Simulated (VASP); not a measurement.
Band structure of I (relaxed from the bcc structure, space group Im-3m). Method: PBEsol GGA, VASP's PBE PAW potentials (set 64) (plane waves; VASP).

Unless said otherwise, spin-orbit coupling is left out, though it shifts the bands of the heavy elements here.

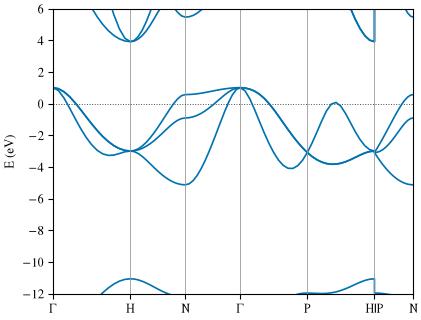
Figure. Bands along high-symmetry lines, zero at the valence-band maximum or, without a gap, the Fermi level

Question: Read the plot: is there a gap, and where are the band edges?

Answer: It has no gap at this level: it comes out as a metal or semimetal. (Edges off the drawn lines would not show.)

The structure was generated: I was put into the bcc type (Im-3m), which need not be its known phase. It was relaxed first, which changed the volume by -7 %.
